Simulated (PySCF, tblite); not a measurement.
# BrClGaH2−: isotopologues and vibrational averages

Aim: rotational constants, zero-point energies and shieldings of isotopologues of BrClGaH2− (`[Cl][GaH2-][Br]`).

Computed with tblite 0.8.0 (tight binding) and PySCF 2.14.0 (DFT, with response routines of our own); each step states its level. Atoms count from 0 throughout.

### Step 1. The molecule as given

5 atoms, charge -1, multiplicity 1; geometry from: force field or distance geometry start.

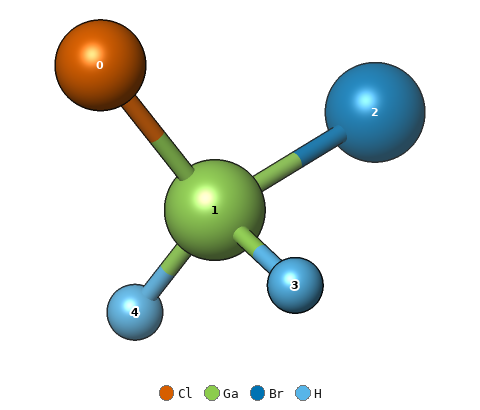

The starting geometry (chlorine orange, gallium green, bromine blue, hydrogen blue), atoms numbered.

### Step 2. GFN2-xTB relaxation, lowest of a short conformer search

What the job is given:

```
{"job": {"xc": "GFN2-xTB", "basis": "xTB", "kind": "relax"}, "charge": -1, "multiplicity": 1}
Cl    -1.572400     1.409800    -0.045700
Ga    -0.089100    -0.132800    -0.052100
Br     2.099000     0.868600    -0.127600
H     -0.103600    -0.937100     1.354300
H     -0.299500    -1.197000    -1.197600
```

The run is started by

```console
$ OMP_NUM_THREADS=1 python ens_run.py task.json out
```

One launch serves the whole session.

Standard output:

```text
step      E/eV     max force
  0    -306.42172    0.809
  1    -306.43845    0.689
  2    -306.47175    0.397
  3    -306.47517    0.258
  4    -306.47990    0.191
  5    -306.48536    0.139
  6    -306.48734    0.131
  7    -306.48878    0.113
  8    -306.49014    0.115
  9    -306.49171    0.109
 10    -306.49239    0.061
 11    -306.49258    0.034
 12    -306.49269    0.037
 13    -306.49290    0.042
 14    -306.49317    0.047
 15    -306.49338    0.029
 16    -306.49345    0.013
 17    -306.49346    0.009
 18    -306.49347    0.008
 19    -306.49348    0.011
 20    -306.49349    0.012
 21    -306.49350    0.011
 22    -306.49350    0.006
 23    -306.49350    0.003
```

Run time: 0.18 s. Hardware: 1 thread of Arm Neoverse N1, shared host.

The energy fell by 0.072 eV, and the atoms moved 0.08 Å (root mean square).

### Step 3. Tight optimisation and Hessian

What the job is given:

```
{"job": {"xc": "B3LYP", "basis": "pcSseg-1", "grid": 2, "temperatures": [100, 300], "kind": "geom"}, "charge": -1, "multiplicity": 1}
Cl    -1.581036     1.377448    -0.050546
Ga    -0.076410    -0.142473     0.001958
Br     2.037750     0.791393    -0.173155
H     -0.111700    -0.901771     1.381170
H     -0.234115    -1.113187    -1.228167
```

Standard output:

```text
step   0  E = -134974.0881568 eV  max force = 1.89270
step   1  E = -134974.3149699 eV  max force = 0.32747
step   2  E = -134974.3288024 eV  max force = 0.11048
step   3  E = -134974.3300441 eV  max force = 0.03604
step   4  E = -134974.3301147 eV  max force = 0.00326
step   5  E = -134974.3301159 eV  max force = 0.00120
step   6  E = -134974.3301159 eV  max force = 0.00120
step   7  E = -134974.3301159 eV  max force = 0.00119
harmonic wavenumbers (cm-1): 99.9 226.4 315.2 455.3 547.9 704.2 740.1 1863.2 1886.4
```

It took 6.7 min on 1 thread of Arm Neoverse N1, shared host; peak memory 0.68 GiB.

### Step 4. Displacements along the modes, parent

What the job is given:

```
{"job": {"xc": "B3LYP", "basis": "pcSseg-1", "grid": 2, "temperatures": [100, 300], "kind": "vib", "mass_numbers": [35, 69, 79, 1, 1]}, "charge": -1, "multiplicity": 1}
Cl    -1.643922     1.425356    -0.051985
Ga    -0.061974    -0.229660     0.008385
Br     2.136354     0.844624    -0.181713
H     -0.133399    -0.904142     1.442236
H     -0.262571    -1.124769    -1.285664
```

Standard output:

```text
mode    cm-1    km/mol   phi_rrr   E(+)/cm-1  E(-)/cm-1
  1     99.92     0.84      -9.5      17.63      18.39
  2    226.36    36.62     -61.1      38.63      42.99
  3    315.19    77.67     102.5      60.57      53.20
  4    455.31    49.67       2.0      82.91      83.82
  5    547.86     2.08       3.6     100.86      98.19
  6    704.25   288.83       1.3     127.28     126.91
  7    740.14   225.01     -69.5     131.18     136.18
  8   1863.25   454.29       0.8     337.03     336.91
  9   1886.40   199.17    -783.1     312.90     369.20
```

It took 5 min on 1 thread of Arm Neoverse N1, shared host; peak memory 0.69 GiB.

### Step 5. Displacements along the modes, 37Cl at atom 0

What the job is given:

```
{"job": {"xc": "B3LYP", "basis": "pcSseg-1", "grid": 2, "temperatures": [100, 300], "kind": "vib", "mass_numbers": [37, 69, 79, 1, 1]}, "charge": -1, "multiplicity": 1}
Cl    -1.643922     1.425356    -0.051985
Ga    -0.061974    -0.229660     0.008385
Br     2.136354     0.844624    -0.181713
H     -0.133399    -0.904142     1.442236
H     -0.262571    -1.124769    -1.285664
```

Standard output:

```text
mode    cm-1    km/mol   phi_rrr   E(+)/cm-1  E(-)/cm-1
  1     98.48     0.74      -9.2      17.39      18.11
  2    226.33    36.46      61.1      42.98      38.62
  3    309.53    74.06      99.7      59.45      52.28
  4    455.12    49.49       2.0      82.87      83.79
  5    547.71     2.01       3.6     100.84      98.16
  6    704.13   289.44       1.2     127.26     126.89
  7    740.09   225.53     -69.6     131.17     136.17
  8   1863.25   454.30       0.8     337.03     336.91
  9   1886.40   199.20     783.1     369.20     312.90
```

It took 4.9 min on 1 thread of Arm Neoverse N1, shared host; peak memory 0.69 GiB.

### Step 6. Displacements along the modes, 71Ga at atom 1

What the job is given:

```
{"job": {"xc": "B3LYP", "basis": "pcSseg-1", "grid": 2, "temperatures": [100, 300], "kind": "vib", "mass_numbers": [35, 71, 79, 1, 1]}, "charge": -1, "multiplicity": 1}
Cl    -1.643922     1.425356    -0.051985
Ga    -0.061974    -0.229660     0.008385
Br     2.136354     0.844624    -0.181713
H     -0.133399    -0.904142     1.442236
H     -0.262571    -1.124769    -1.285664
```

Standard output:

```text
mode    cm-1    km/mol   phi_rrr   E(+)/cm-1  E(-)/cm-1
  1     99.65     0.88      -9.5      17.58      18.34
  2    224.63    36.48     -60.5      38.34      42.65
  3    313.68    77.33     101.7      60.27      52.96
  4    454.88    49.73       2.0      82.83      83.75
  5    547.85     2.07       3.6     100.86      98.19
  6    704.08   288.01       1.2     127.25     126.88
  7    740.00   224.66     -69.5     131.16     136.15
  8   1862.71   453.90       0.8     336.93     336.81
  9   1886.26   198.89    -782.9     312.88     369.17
```

Wall time 4.9 min (1 thread of Arm Neoverse N1, shared host); peak memory 0.69 GiB.

### Step 7. Displacements along the modes, 2H at atom 3, 2H at atom 4

What the job is given:

```
{"job": {"xc": "B3LYP", "basis": "pcSseg-1", "grid": 2, "temperatures": [100, 300], "kind": "vib", "mass_numbers": [35, 69, 79, 2, 2]}, "charge": -1, "multiplicity": 1}
Cl    -1.643922     1.425356    -0.051985
Ga    -0.061974    -0.229660     0.008385
Br     2.136354     0.844624    -0.181713
H     -0.133399    -0.904142     1.442236
H     -0.262571    -1.124769    -1.285664
```

Standard output:

```text
mode    cm-1    km/mol   phi_rrr   E(+)/cm-1  E(-)/cm-1
  1     99.56     0.84      -9.5      17.57      18.32
  2    225.72    34.84     -61.0      38.52      42.86
  3    315.11    77.74    -102.4      53.19      60.55
  4    335.99    26.01       1.3      60.79      61.37
  5    390.16     1.88      -2.2      69.60      71.73
  6    504.47   150.72      -1.5      90.80      91.14
  7    528.09   113.75     -41.0      93.83      96.76
  8   1331.41   234.11       1.7     240.54     240.38
  9   1337.93   104.33    -468.1     224.75     258.42
```

Run time: 4.9 min. Hardware: 1 thread of Arm Neoverse N1, shared host; peak memory 0.69 GiB.

### Step 8. Displacements along the modes, 81Br at atom 2

What the job is given:

```
{"job": {"xc": "B3LYP", "basis": "pcSseg-1", "grid": 2, "temperatures": [100, 300], "kind": "vib", "mass_numbers": [35, 69, 81, 1, 1]}, "charge": -1, "multiplicity": 1}
Cl    -1.643922     1.425356    -0.051985
Ga    -0.061974    -0.229660     0.008385
Br     2.136354     0.844624    -0.181713
H     -0.133399    -0.904142     1.442236
H     -0.262571    -1.124769    -1.285664
```

Standard output:

```text
mode    cm-1    km/mol   phi_rrr   E(+)/cm-1  E(-)/cm-1
  1     99.59     0.84      -9.4      17.57      18.33
  2    225.10    35.96     -60.5      38.42      42.74
  3    315.19    77.70     102.5      60.57      53.20
  4    455.27    49.62       2.0      82.90      83.81
  5    547.84     2.09       3.6     100.86      98.19
  6    704.22   288.99       1.3     127.28     126.90
  7    740.13   225.05     -69.5     131.18     136.17
  8   1863.25   454.29       0.8     337.03     336.91
  9   1886.40   199.18    -783.1     312.90     369.20
```

Wall time 4.8 min (1 thread of Arm Neoverse N1, shared host); peak memory 0.69 GiB.

### Step 9. Displacements along the modes, 2H at atom 3

What the job is given:

```
{"job": {"xc": "B3LYP", "basis": "pcSseg-1", "grid": 2, "temperatures": [100, 300], "kind": "vib", "mass_numbers": [35, 69, 79, 2, 1]}, "charge": -1, "multiplicity": 1}
Cl    -1.643922     1.425356    -0.051985
Ga    -0.061974    -0.229660     0.008385
Br     2.136354     0.844624    -0.181713
H     -0.133399    -0.904142     1.442236
H     -0.262571    -1.124769    -1.285664
```

Standard output:

```text
mode    cm-1    km/mol   phi_rrr   E(+)/cm-1  E(-)/cm-1
  1     99.75     0.85      -9.5      17.61      18.35
  2    226.02    35.64     -61.0      38.56      42.93
  3    315.15    77.71    -102.4      53.20      60.56
  4    370.21    34.78      11.0      67.46      67.43
  5    424.27    21.20      -7.5      77.64      76.36
  6    648.76   207.66     -11.2     117.72     117.36
  7    661.60   166.05     -32.3     119.10     120.62
  8   1335.34   164.25     666.3     265.86     217.97
  9   1874.42   330.37   -1113.9     300.50     380.41
```

Run time: 4.9 min. Hardware: 1 thread of Arm Neoverse N1, shared host; peak memory 0.69 GiB.

### Step 10. Displacements along the modes, 37Cl at atom 0, 2H at atom 3

What the job is given:

```
{"job": {"xc": "B3LYP", "basis": "pcSseg-1", "grid": 2, "temperatures": [100, 300], "kind": "vib", "mass_numbers": [37, 69, 79, 2, 1]}, "charge": -1, "multiplicity": 1}
Cl    -1.643922     1.425356    -0.051985
Ga    -0.061974    -0.229660     0.008385
Br     2.136354     0.844624    -0.181713
H     -0.133399    -0.904142     1.442236
H     -0.262571    -1.124769    -1.285664
```

Standard output:

```text
mode    cm-1    km/mol   phi_rrr   E(+)/cm-1  E(-)/cm-1
  1     98.31     0.74      -9.3      17.36      18.08
  2    225.99    35.48      61.0      42.92      38.56
  3    309.49    73.89      99.7      59.43      52.27
  4    370.01    34.65      10.9      67.42      67.41
  5    424.06    21.47       7.1      76.30      77.62
  6    648.67   207.80     -11.0     117.71     117.33
  7    661.50   166.86     -32.9     119.06     120.62
  8   1335.34   164.28     666.3     265.86     217.97
  9   1874.42   330.40   -1113.9     300.50     380.41
```

It took 4.8 min on 1 thread of Arm Neoverse N1, shared host; peak memory 0.69 GiB.

### Step 11. Vibrational averages by isotopologue

What the job is given:

```
{"job": {"xc": "B3LYP", "basis": "pcSseg-1", "grid": 2, "temperatures": [100, 300], "kind": "iso"}, "charge": -1, "multiplicity": 1}
Cl    -1.643922     1.425356    -0.051985
Ga    -0.061974    -0.229660     0.008385
Br     2.136354     0.844624    -0.181713
H     -0.133399    -0.904142     1.442236
H     -0.262571    -1.124769    -1.285664
```

Standard output:

```text
parent
  Be/MHz 5970.488 1268.176 1062.637
  B0/MHz 5950.668 1266.769 1059.77
  ZPE/cm-1 3419.3
  <sigma>(0 K)/ppm 974.313 1453.950 2747.942 26.282 26.281
37Cl at atom 0
  Be/MHz 5855.17 1238.219 1037.957
  B0/MHz 5835.758 1236.881 1035.198
  ZPE/cm-1 3415.5
  <sigma>(0 K)/ppm 974.331 1453.960 2747.984 26.282 26.281
71Ga at atom 1
  Be/MHz 5892.294 1265.476 1058.246
  B0/MHz 5872.855 1264.093 1055.399
  ZPE/cm-1 3416.9
  <sigma>(0 K)/ppm 974.320 1453.953 2747.956 26.282 26.281
2H at atom 3, 2H at atom 4
  Be/MHz 5427.062 1252.171 1049.364
  B0/MHz 5412.396 1250.087 1046.255
  ZPE/cm-1 2534.2
  <sigma>(0 K)/ppm 976.919 1452.302 2753.751 26.358 26.358
81Br at atom 2
  Be/MHz 5959.342 1252.88 1051.531
  B0/MHz 5939.508 1251.503 1048.715
  ZPE/cm-1 3418.5
  <sigma>(0 K)/ppm 974.318 1453.952 2747.952 26.282 26.281
2H at atom 3
  Be/MHz 5685.488 1260.344 1055.79
  B0/MHz 5668.54 1258.585 1052.8
  ZPE/cm-1 2977.8
  <sigma>(0 K)/ppm 975.612 1453.160 2750.822 26.345 26.293
37Cl at atom 0, 2H at atom 3
  Be/MHz 5576.982 1230.957 1031.437
  B0/MHz 5560.41 1229.271 1028.554
  ZPE/cm-1 2973.9
  <sigma>(0 K)/ppm 975.631 1453.169 2750.869 26.345 26.294
```

Wall time 41 min (1 thread of Arm Neoverse N1, shared host); peak memory 0.69 GiB. This counts the whole study up to here.

Rotational constants (MHz) at equilibrium and in the ground state:

```tsv
isotopologue	Be	B0	zero-point change (cm⁻¹)
parent	5970.5, 1268.2, 1062.6	5950.7, 1266.8, 1059.8	0.0
37Cl at atom 0	5855.2, 1238.2, 1038.0	5835.8, 1236.9, 1035.2	-3.8
71Ga at atom 1	5892.3, 1265.5, 1058.2	5872.9, 1264.1, 1055.4	-2.5
2H at atom 3, 2H at atom 4	5427.1, 1252.2, 1049.4	5412.4, 1250.1, 1046.3	-885.1
81Br at atom 2	5959.3, 1252.9, 1051.5	5939.5, 1251.5, 1048.7	-0.8
2H at atom 3	5685.5, 1260.3, 1055.8	5668.5, 1258.6, 1052.8	-441.6
37Cl at atom 0, 2H at atom 3	5577.0, 1231.0, 1031.4	5560.4, 1229.3, 1028.6	-445.4
```

Shieldings of the first species (ppm): at equilibrium, the vibrational parts at 0 K, and the averages:

```tsv
atom	equilibrium	anharmonic	harmonic	0 K	100 K	300 K
Cl0	984.77	-1.88	-8.57	974.31	973.81	970.84
Ga1	1449.11	3.10	1.74	1453.95	1453.96	1453.83
Br2	2771.19	-3.92	-19.32	2747.94	2746.87	2740.26
H3	26.56	-0.07	-0.21	26.28	26.28	26.24
H4	26.56	-0.07	-0.21	26.28	26.28	26.24
```

Isotope effects on the shieldings at 0 K (ppb; positive means more shielded):

```tsv
atom	37Cl at atom 0	71Ga at atom 1	2H at atom 3, 2H at atom 4	81Br at atom 2	2H at atom 3	37Cl at atom 0, 2H at atom 3
Cl0	18	7	2606	5	1299	1318
Ga1	10	3	-1648	2	-790	-780
Br2	42	14	5808	10	2880	2927
H3	0	0	77	0	63	63
H4	0	0	77	0	12	12
```

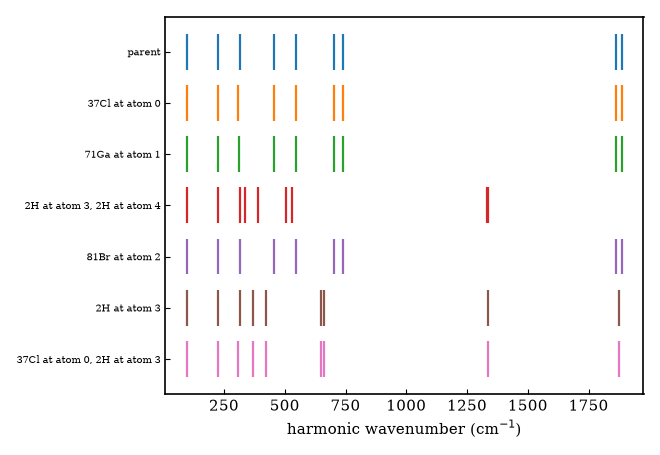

Harmonic wavenumbers of each isotopologue.

### Step 12. What came out

| quantity | value |
| --- | --- |
| point group | Cs |
| B0 of the first species | 5950.7, 1266.8, 1059.8 MHz |
| zero-point energy | 3419 cm⁻¹ |
| zero-point change of σ(Br2) | -23.24 ppm |

Zero-point motion changes the shielding of Br2 most, by -23.24 ppm. The largest secondary isotope effect is 5808 ppb on Br2, 2 bonds from the change (2H at atom 3, 2H at atom 4). The job flags a low mode; perturbation theory is less sure for low modes. Spin-orbit coupling is left out, which matters at and beside the heavy atoms.
